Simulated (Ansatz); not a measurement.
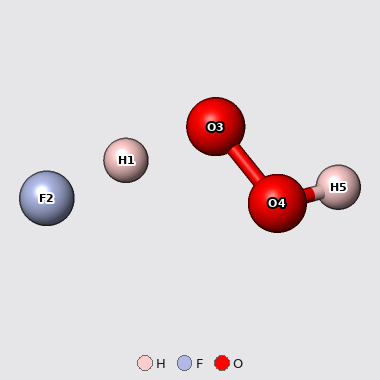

The system is the reacting system FH2O2 (fragments FH + HO₂ where the first distance is long, H₂O₂ + F where the second is long), spin multiplicity 2; the picture shows the reference structure. First axis: distance H1–O3 (bond that forms). Second axis: distance H1–F2 (bond that breaks). Relaxed at each point: all other coordinates. The grid has 13 × 13 points. Points are written as (first, second). All energies are given in eV relative to a guessed transition structure relaxed with its forming and breaking bonds held. Energies and slopes of some neighbouring points disagree (a jump in structure or state, or too coarse a mesh). In part of the range the unrestricted reference is strongly spin-contaminated. All numbers below come from UKS B3LYP-D4/def2-SVP in Ansatz.

Its coordinates:

```xyz
5

H    -0.4507   -0.8673    0.2901
F    -0.1240   -1.9903    0.5348
O    -0.5416    0.2543   -0.3069
O     0.4630    0.9977    0.1143
H     0.6533    1.6054   -0.6323
```

Range: distance H1–O3 (bond that forms) from 0.873 to 2.673 Å; distance H1–F2 (bond that breaks) from 0.819 to 2.319 Å.

**Predict the map.**

The lowest grid point is at (1.791 Å, 0.979 Å), −0.94 eV from a guessed transition structure relaxed with its forming and breaking bonds held. Other grid points that lie below all their neighbours: (0.954 Å, 2.013 Å) (1.65 eV higher); (1.630 Å, 1.866 Å) (1.89 eV higher). The highest grid point, (0.873 Å, 0.819 Å), lies 5.88 eV above the lowest.

```
second ↓, first →  0.873  0.954  1.065  1.191  1.329  1.476  1.630  1.791  1.957  2.129  2.306  2.487  2.673
            2.319   1.05   0.73   0.86   1.38   2.09   2.81   1.02   1.24   1.34   1.39   1.41   1.42   1.43
            2.164   1.03   0.72   0.85   1.38   2.08   2.81   1.00   1.24   1.35   1.40   1.43   1.44   1.45
            2.013   1.03   0.72   0.85   1.37   2.07   2.79   0.98   1.25   1.37   1.44   1.47   1.48   1.49
            1.866   1.05   0.73   0.86   1.36   2.03   2.67   0.96   1.26   1.41   1.49   1.52   1.54   1.55
            1.723   1.08   0.74   0.82   1.27   1.85   2.39   2.74   2.93   3.08   3.21   3.31   3.39   3.46
            1.584   1.09   0.70   0.71   1.07   1.53   1.91   2.10   2.26   2.41   2.54   2.64   2.73   2.80
            1.450   1.11   0.65   0.56   0.78   1.08   1.28   1.41   1.54   1.67   1.78   1.87   1.95   2.02
            1.321   1.19   0.62   0.38   0.42   0.54   0.60   0.68   0.78   0.89   0.98   1.07   1.14   1.19
            1.199   1.38   0.66   0.22   0.05   0.00  −0.04  −0.01   0.06   0.13   0.21   0.28   0.34   0.40
            1.084   1.78   0.86   0.18  −0.21  −0.44  −0.56  −0.59  −0.56  −0.51  −0.45  −0.39  −0.34  −0.29
            0.979   2.49   1.33   0.38  −0.23  −0.62  −0.84  −0.93  −0.94  −0.91  −0.86  −0.81  −0.76  −0.72
            0.886   3.63   2.20   0.97   0.14  −0.40  −0.71  −0.86  −0.91  −0.90  −0.87  −0.82  −0.78  −0.74
            0.819   4.94   3.28   1.81   0.81   0.16  −0.22  −0.41  −0.48  −0.49  −0.47  −0.43  −0.39  −0.35
```

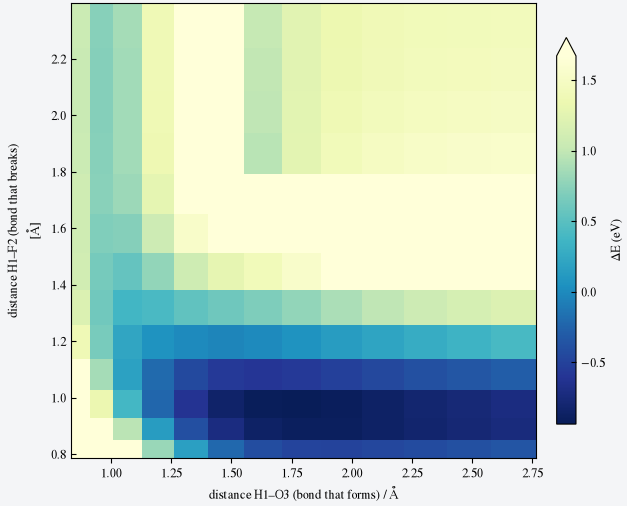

Drawn: one coloured cell a grid point, one colour for all values above the top of the scale.

Each point was launched as `ansatz run input.yaml --threads 1 --pin off --max-ram 2560MiB --backend cpu --events-out ev --progress --plain --runs-dir out`. The whole map (169 points run) took 45 min on 1 thread of Arm Neoverse V1, on a shared host.
